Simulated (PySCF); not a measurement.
# FCI/STO-3G run of SiF3 (trifluorosilyl)

Aim: the energy change on altering one bond length of SiF3 (trifluorosilyl) at FCI/STO-3G, from 2 runs. Input form: a Python script.

Program for the calculation: PySCF 2.14.0.

20 further runs of the same task are left out: 9 that didn't finish, 11 set aside as unsound or not needed.

**1. The system as given**

The species is SiF3 (4 atoms), meant as a doublet with charge 0. SMILES: `F[Si](F)F`. Geometry: relaxed at GFN2-xTB.

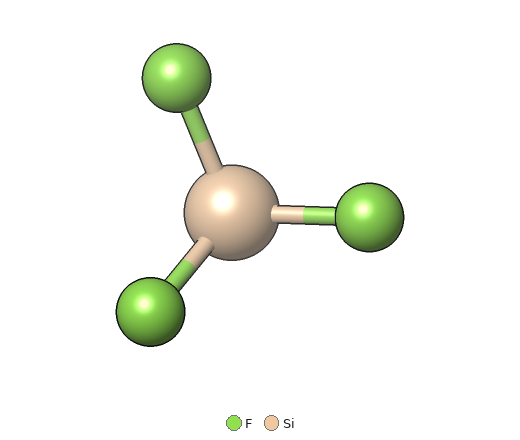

The structure, seen from a chosen angle (fluorine green, silicon light orange).

**2. A single-point energy at FCI/STO-3G**

Input file input.py:

```python
from pyscf import gto, scf, mcscf

system = gto.M(
    atom='''
F      1.488896    -0.961833     2.114660
Si    -0.614615     0.461188     0.508072
F     -1.819334    -1.680155    -1.222369
F      0.945052     2.180801    -1.400363
''',
    unit='bohr',
    verbose=3,
    basis='sto-3g',
    max_memory=1860,
    spin=1,
    charge=0,
)

myscf = scf.ROHF(system)
myscf.conv_tol = 1e-10
myscf.kernel()
if not myscf.converged:
    myscf = myscf.newton().run(myscf.mo_coeff, myscf.mo_occ)

cas = mcscf.CASCI(myscf, myscf.mo_coeff.shape[-1] - 8, (system.nelec[0] - 8, system.nelec[1] - 8))  # full CI above the frozen core
cas.fix_spin_(ss=0.75)
cas.kernel()
e_final = cas.e_tot
print('E(%s) = %.9f' % ('FCI', e_final))
```

The run is started by

```
$ OMP_NUM_THREADS=1 python input.py
```

Log:

```text
converged SCF energy = -579.72670320204
CASCI E = -579.822751826164  E(CI) = -132.779137540213  S^2 = 0.7500000
E(FCI) = -579.822751826
```

Run time: 68 s. Hardware: 1 thread of Arm Neoverse V1, shared host; peak memory 0.34 GiB.

**3. The distorted shape, same level**

Input file job.py:

```python
from pyscf import gto, scf, mcscf

mol = gto.M(
    atom=[
    ('F', (2.791520, -1.864431, 2.649333)),
    ('Si', (-0.325240, 0.244050, 0.268860)),
    ('F', (-0.962750, -0.889100, -0.646850)),
    ('F', (0.500100, 1.154030, -0.741040)),
],
    charge=0,
    max_memory=1860,
    spin=1,
    basis='sto-3g',
    verbose=4,
)

hf = scf.ROHF(mol)
hf.conv_tol = 1e-10
hf.kernel()
if not hf.converged:
    hf = hf.newton().run(hf.mo_coeff, hf.mo_occ)

cas = mcscf.CASCI(hf, hf.mo_coeff.shape[-1] - 8, (mol.nelec[0] - 8, mol.nelec[1] - 8))  # full CI above the frozen core
cas.fix_spin_(ss=0.75)
cas.kernel()
e_tot = cas.e_tot
print(f'total energy: {e_tot:.8f} hartree')
```

The run is started by

```
$ OMP_NUM_THREADS=1 python job.py
```

Log:

```text
PySCF version 2.14.0

[INPUT] num. atoms = 4
[INPUT] num. electrons = 41
[INPUT] charge = 0
[INPUT] spin (= nelec alpha-beta = 2S) = 1
[INPUT] symmetry False subgroup None
[INPUT] Mole.unit = angstrom
[INPUT] Symbol           X                Y                Z      unit          X                Y                Z       unit  Magmom
[INPUT]  1 F      2.791520000000  -1.864431000000   2.649333000000 AA    5.275208271246  -3.523263968149   5.006513782772 Bohr   0.0
[INPUT]  2 Si    -0.325240000000   0.244050000000   0.268860000000 AA   -0.614614524754   0.461187660700   0.508071765851 Bohr   0.0
[INPUT]  3 F     -0.962750000000  -0.889100000000  -0.646850000000 AA   -1.819333826425  -1.680155497351  -1.222369343675 Bohr   0.0
[INPUT]  4 F      0.500100000000   1.154030000000  -0.741040000000 AA    0.945052034895   2.180800639532  -1.400362647348 Bohr   0.0

nuclear repulsion = 132.724062444708
number of shells = 14
number of NR pGTOs = 72
number of NR cGTOs = 24
basis = sto-3g
ecp = {}

******** <class 'pyscf.scf.rohf.ROHF'> ********
method = ROHF
initial guess = minao
damping factor = 0
level_shift factor = 0
DIIS = <class 'pyscf.scf.diis.CDIIS'>
diis_start_cycle = 1
diis_space = 8
diis_damp = 0
SCF conv_tol = 1e-10
SCF conv_tol_grad = None
SCF max_cycles = 50
direct_scf = True
direct_scf_tol = 1e-13
num. doubly occ = 20  num. singly occ = 1
Set gradient conv threshold to 1e-05
init E= -578.92358240679
  HOMO = -0.297199587200287  LUMO = 0.0500250553488279  gap/eV = 9.44846
cycle= 1 E= -579.04821716939  delta_E= -0.125  |g|= 0.464  |ddm|= 1.73

WARN: HOMO 0.264896079481496 >= LUMO 0.240211472356103

cycle= 2 E= -574.076109982953  delta_E= 4.97  |g|= 0.296  |ddm|= 3.66
  HOMO = 0.180108876672402  LUMO = 0.453781258736971  gap/eV = 7.44700
cycle= 3 E= -579.158959119609  delta_E= -5.08  |g|= 0.213  |ddm|= 3.63
  HOMO = 0.0183136524228888  LUMO = 0.313356655747501  gap/eV = 8.02853
cycle= 4 E= -579.167246108408  delta_E= -0.00829  |g|= 0.159  |ddm|= 0.0829

WARN: HOMO 0.326139661595177 >= LUMO 0.168921565767148

cycle= 5 E= -574.085909851436  delta_E= 5.08  |g|= 0.261  |ddm|= 3.62

WARN: HOMO 0.132919647735672 >= LUMO 0.132933384059492

cycle= 6 E= -577.184447832146  delta_E= -3.1  |g|= 0.256  |ddm|= 2.25
  HOMO = 0.118583892131375  LUMO = 0.142396269272597  gap/eV = 0.64797
cycle= 7 E= -577.184840044956  delta_E= -0.000392  |g|= 0.254  |ddm|= 0.0116
  HOMO = 0.0997535923015361  LUMO = 0.131379908580392  gap/eV = 0.86060
cycle= 8 E= -577.185788635495  delta_E= -0.000949  |g|= 0.251  |ddm|= 0.39
  HOMO = 0.100549208436904  LUMO = 0.130609487688129  gap/eV = 0.81798
cycle= 9 E= -577.185952961719  delta_E= -0.000164  |g|= 0.25  |ddm|= 0.17

WARN: HOMO 0.0670853800853807 >= LUMO 0.0619057131700807

cycle= 10 E= -579.661559972469  delta_E= -2.48  |g|= 0.0888  |ddm|= 2.33
  HOMO = 0.0664499494794302  LUMO = 0.103810661607301  gap/eV = 1.01664
cycle= 11 E= -579.663024119357  delta_E= -0.00146  |g|= 0.0738  |ddm|= 0.0329
  HOMO = -0.0444850074521338  LUMO = 0.222733950067436  gap/eV = 7.27140
cycle= 12 E= -579.666005185725  delta_E= -0.00298  |g|= 0.0207  |ddm|= 0.119
  HOMO = -0.111023744585648  LUMO = 0.250586180223235  gap/eV = 9.83991
cycle= 13 E= -579.666218052106  delta_E= -0.000213  |g|= 0.00532  |ddm|= 0.0355
  HOMO = -0.125953836495273  LUMO = 0.253047706849343  gap/eV = 10.31316
cycle= 14 E= -579.666237939923  delta_E= -1.99e-05  |g|= 0.00199  |ddm|= 0.0099
  HOMO = -0.134001680625903  LUMO = 0.254388874240995  gap/eV = 10.56865
cycle= 15 E= -579.666241215068  delta_E= -3.28e-06  |g|= 0.000907  |ddm|= 0.00505
  HOMO = -0.133342576625712  LUMO = 0.254276681528677  gap/eV = 10.54766
cycle= 16 E= -579.666238449093  delta_E= 2.77e-06  |g|= 0.00143  |ddm|= 0.00613
  HOMO = -0.132835536114018  LUMO = 0.254188235780679  gap/eV = 10.53145
cycle= 17 E= -579.666242221504  delta_E= -3.77e-06  |g|= 0.000365  |ddm|= 0.00474
  HOMO = -0.131201558334546  LUMO = 0.253905267423398  gap/eV = 10.47929
cycle= 18 E= -579.666242311466  delta_E= -9e-08  |g|= 0.000104  |ddm|= 0.000688
  HOMO = -0.131198503046422  LUMO = 0.253906723694931  gap/eV = 10.47925
cycle= 19 E= -579.666242324586  delta_E= -1.31e-08  |g|= 3.1e-05  |ddm|= 0.000275
  HOMO = -0.131195906981317  LUMO = 0.253906006749026  gap/eV = 10.47916
cycle= 20 E= -579.666242325775  delta_E= -1.19e-09  |g|= 1.25e-05  |ddm|= 0.000108
  HOMO = -0.131195978882049  LUMO = 0.253906024725924  gap/eV = 10.47916
cycle= 21 E= -579.66624232591  delta_E= -1.35e-10  |g|= 8.01e-06  |ddm|= 4.09e-05
  HOMO = -0.131195903511856  LUMO = 0.253906039909802  gap/eV = 10.47916
cycle= 22 E= -579.666242326003  delta_E= -9.35e-11  |g|= 1.47e-06  |ddm|= 1.91e-05
  HOMO = -0.131195884968496  LUMO = 0.253906042844002  gap/eV = 10.47916
Extra cycle  E= -579.666242326005  delta_E= -1.82e-12  |g|= 1.33e-06  |ddm|= 5.17e-06
converged SCF energy = -579.666242326005

******** <class 'pyscf.mcscf.casci.CASCI'> ********
CAS (13e+12e, 16o), ncore = 8, nvir = 0
natorb = False
canonicalization = True
sorting_mo_energy = False
******** <class 'pyscf.fci.addons.SpinPenaltyFCISolver'> ********
max. cycles = 200
conv_tol = 1e-08
davidson only = True
linear dependence = 1e-12
level shift = 0.001
max iter space = 12
nroots = 1
pspace_size = 400
spin = None
Density matrix diagonal elements [1.99759598 1.99727835 1.99999894 1.98547147 1.99998178 1.00002664
 1.98398506 1.99492305 1.97125581 1.98265895 1.97558148 1.94971724
 1.99999998 0.07702701 0.04202062 0.04247765]
CASCI converged
CASCI E = -579.756859327388  E(CI) = -116.284443912303  S^2 = 0.7500000
total energy: -579.75685933 hartree
```

It took 64 s on 1 thread of Arm Neoverse V1, shared host; peak memory 0.34 GiB.

**4. Results**

At FCI/STO-3G, 8 core orbitals frozen:

| quantity | value |
| --- | --- |
| first shape: total energy | -579.82275 Eh |
| first shape: dipole moment (Hartree–Fock density) | 2.15 D |
| first shape: correlation energy (8 core orbitals frozen) | -96.0 mEh |
| distorted shape: total energy | -579.75686 Eh |
| distorted shape: dipole moment (Hartree–Fock density) | 0.65 D |
| distorted shape: correlation energy (8 core orbitals frozen) | -90.6 mEh |
| energy change with the F1–Si2 bond stretched from 1.590 to 4.453 Å | 1.793 eV |

With the F1–Si2 bond stretched from 1.590 to 4.453 Å the energy rises by 1.79 eV (41 kcal/mol). The first shape isn't relaxed at this level, so the change isn't measured from a minimum. The minimal basis adds a large error of its own. Mulliken charges (distorted shape) of the mean-field density run from -0.36 on F3 to +0.71 on Si2; they depend strongly on the basis.
